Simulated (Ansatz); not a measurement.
# NO2F (nitryl fluoride) at 6 levels

We compute a comparison of 6 runs (HF/3-21G, B3LYP/6-31G*, BHLYP/cc-pVTZ, PBE0/cc-pVTZ, CCSD/cc-pVTZ) of NO2F (nitryl fluoride). 

The results are computed with Ansatz 0.2.0.

36 further runs of the same task are left out: 36 set aside as unsound or not needed.

## Step 1: The system as given

The species is NO2F (4 atoms), meant as a singlet with charge 0. SMILES: `O=[N+]([O-])F`. The N2–F4 distance was set to 1.659 Å, away from the relaxed value.

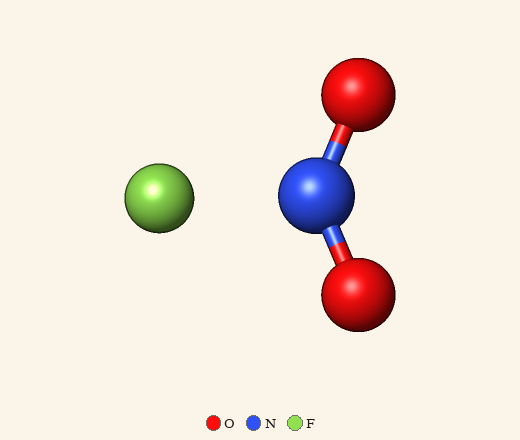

The structure, seen from a chosen angle (oxygen red, nitrogen blue, fluorine green).

## Step 2: The energy at HF/3-21G (run 1)

Input file run.yaml:

```yaml
crystal:
  periodic: [false, false, false]
  atoms:
    - {symbol: O, position_ang: [0.311961, 0.358556, 1.258525]}
    - {symbol: "N", position_ang: [0.203391, -0.183174, 0.227415]}
    - {symbol: O, position_ang: [0.600251, -1.180054, -0.238605]}
    - {symbol: F, position_ang: [-0.744590, 0.670550, -0.832510]}
basis:
  gaussian:
    orbitals: 3-21G.json
hamiltonian:
  xc: hf
accuracy: high
total_charge: 0
output: {orbitals: {seedname: orbitals}}
```

The basis set 3-21G is read from a file made from the Basis Set Exchange's data (not shown).

Run with:

```sh
$ ansatz run run.yaml --threads 1 --pin off --max-ram 3480MiB --events-out events.jsonl --progress --plain --runs-dir runs
```

The program printed:

```text
Warning: RAYON_NUM_THREADS=1 ignored (pool sized by the plan → 1); use --threads N
Functional definition: HF
  name "HF"
  exchange = exact_x
  correlation = 0
713 factors; integrals over basis functions are off by at most 2.8e-9 eV
mean field evaluation 1: about -8201.7015 eV, gradient 5.8e1 eV
mean field evaluation 2: about -8201.7134 eV, gradient 5.8e1 eV
mean field evaluation 4: about -8208.5059 eV, gradient 3.8e0 eV
mean field evaluation 8: about -8208.5889 eV, gradient 5.9e-1 eV
mean field evaluation 16: about -8208.5908 eV, gradient 4.9e-8 eV
mean field -8208.59082664 eV, -301.6601488965 hartree, gradient 4.9e-8 eV, S^2 0.000000; 0 other end points of the search recorded, 0 dependent functions left out
reference -8208.59082664 eV, -301.6601488965 hartree; 16, 16 occupied and 20, 20 virtual orbitals, 713 factors
Total energy: -8208.59082664 eV, -301.6601488965 hartree
```

It took 0.18 s on 1 thread of Arm Neoverse V2, shared host.

## Step 3: The energy at B3LYP/6-31G(d) (spherical functions) (run 2)

run.yaml: that of step 2 with these lines changed.

```diff
@@ -9,7 +9,6 @@
   gaussian:
-    orbitals: 3-21G.json
+    orbitals: 6-31G_st_-spherical.json
 hamiltonian:
-  xc: hf
+  xc: {name: B3LYP}
 accuracy: high
-total_charge: 0
 output: {orbitals: {seedname: orbitals}}
```

The basis set 6-31G* is read from a file made from the Basis Set Exchange's data (not shown).

Run with:

```sh
$ ansatz run run.yaml --threads 1 --pin off --max-ram 3480MiB --events-out events.jsonl --progress --plain --runs-dir runs
```

The program printed:

```text
Warning: RAYON_NUM_THREADS=1 ignored (pool sized by the plan → 1); use --threads N
Functional definition: B3LYP
  name "B3LYP"
  parameter a0 = 0.2
  parameter ax = 0.72
  parameter ac = 0.81
  exchange = (1 - a0 - ax)*slater_x + ax*b88_x + a0*exact_x
  correlation = (1 - ac)*vwn_rpa_c + ac*lyp_c
1143 factors; integrals over basis functions are off by at most 3.0e-9 eV
mean field evaluation 1: about -8290.8853 eV, gradient 5.6e1 eV
mean field evaluation 2: about -8274.6268 eV, gradient 1.1e2 eV
mean field evaluation 4: about -8295.5876 eV, gradient 1.1e1 eV
mean field evaluation 8: about -8295.7832 eV, gradient 2.7e-1 eV
mean field evaluation 16: about -8295.7834 eV, gradient 1.4e-5 eV
mean field -8295.78336133 eV, -304.8644154450 hartree, gradient 2.8e-8 eV, S^2 0.000000; 0 other end points of the search recorded, 0 dependent functions left out
reference -8295.78337843 eV, -304.8644160733 hartree; 16, 16 occupied and 40, 40 virtual orbitals, 1143 factors
Total energy: -8295.78337843 eV, -304.8644160733 hartree
```

Wall time 1.9 s (1 thread of Arm Neoverse V2, shared host); peak memory 0.13 GiB.

Runs 3 to 5 aren't shown in full; the table further down has their settings and results.

## Step 4: The energy at CCSD/cc-pVTZ (run 6)

Input file input.yaml:

```yaml
crystal:
  periodic: [false, false, false]
  atoms:
    - {symbol: O, position_ang: [0.311961, 0.358556, 1.258525]}
    - {symbol: "N", position_ang: [0.203391, -0.183174, 0.227415]}
    - {symbol: O, position_ang: [0.600251, -1.180054, -0.238605]}
    - {symbol: F, position_ang: [-0.744590, 0.670550, -0.832510]}
basis:
  gaussian:
    orbitals: cc-pVTZ
accuracy: high
scf:
  omitted_lower_state_checks: [cluster_reference, increment]
correlation:
  method: ccsd
  frozen_orbitals: {F: 1, "N": 1, O: 1}
```

Run with:

```sh
$ ansatz run input.yaml --threads 1 --pin off --max-ram 3480MiB --events-out events.jsonl --progress --plain --runs-dir runs
```

The program printed:

```text
Warning: RAYON_NUM_THREADS=1 ignored (pool sized by the plan → 1); use --threads N
[... 12 lines left out ...]
4 core orbitals not correlated: weight in the atoms' cores, before any rotation towards them, 1.000 or more for the frozen orbitals, at most 0.000 for the correlated occupied ones
[... 26 lines left out ...]
Total energy: -8284.34146325 eV, -304.4439334462 hartree
Checks for a lower state left out: cluster_reference, increment
```

It took 17 s on 1 thread of Arm Neoverse V2, shared host; peak memory 0.89 GiB.

## Step 5: The series

```tsv
run	level	Cartesian functions	frozen core orbitals	energy (Eh)	HOMO energy (eV)	LUMO energy (eV)	HOMO–LUMO gap (eV)	wall time
1	HF/3-21G	no	–	-301.660149	-14.38	1.31	15.69	0.18 s
2	B3LYP/6-31G* (spherical functions)	no	–	-304.864416	-9.94	-2.95	6.98	1.9 s
3	B3LYP/6-31G* (Cartesian functions)	yes	–	-304.868966	-9.95	-2.97	6.98	1.9 s
4	BHLYP/cc-pVTZ	no	–	-304.825430	-12.72	-1.99	10.74	5.4 s
5	PBE0/cc-pVTZ	no	–	-304.691677	-10.67	-3.03	7.64	5.1 s
6	CCSD/cc-pVTZ	no	4	-304.443933	–	–	–	17 s
```

## Step 6: Outcome

```
                                          quantity          value
                               run 6: total energy  -304.44393 Eh
run 6: correlation energy (4 core orbitals frozen)     -944.2 mEh
                              run 6: T1 diagnostic          0.020
```

Over runs 1, 2, 3, 4, 5 the HOMO–LUMO gap runs from 6.98 eV (B3LYP/6-31G*) to 15.69 eV (HF/3-21G). The two ends differ in method and basis. Totals of different functionals can't be ranked against each other. In run 6 the log says that unrestricted orbitals would lower the reference, so the values rest on an unstable closed-shell determinant (other closed-shell runs at this shape may share the fault). All runs together took 32 s, the longest 17 s.
